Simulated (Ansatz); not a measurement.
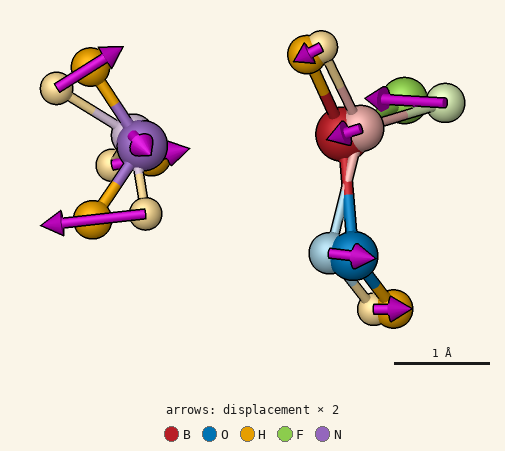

This is a relaxation of BNH₅OF. The starting structure is drawn faded, the final one solid; purple arrows show the displacements, magnified 2 times. The two geometries are superimposed by the best rigid fit.

The picture is a ball-and-stick view, seen at a tilt.

The run prepares an end point of a later path (reaction) calculation, from a guessed geometry.

These are results of Ansatz 0.2.0, RHF/6-31G*, not measurements. (no spin polarisation; force threshold 0.03 eV/Å; at most 50 steps)

What happened in the run?

Over 12 accepted moves (14 points after the start) the energy falls by 12.7 kJ/mol. Largest force component: 1 eV/Å at the start, 0.02 eV/Å at the end. The line search rejected the trial steps at points 2, 7 of the run. An H atom moves most after the best rigid fit: 0.57 Å. By element the largest moves are H 0.57 Å, F 0.50 Å, O 0.27 Å, N 0.23 Å, B 0.21 Å. Among the contacts that change: B–N 2.749 → 2.384 Å, H–N 1.026 → 1.003 Å, B–O 1.377 → 1.356 Å, B–F 1.322 → 1.338 Å. The run took 22 s on 1 thread of Arm Neoverse V1 (shared host), peak memory 0.14 GiB.

Limits of the set-up: the start holds two separate molecules, 2.2 Å apart at their closest, whose relative position is a soft coordinate and is computed without a dispersion correction; Hartree-Fock leaves out electron correlation.
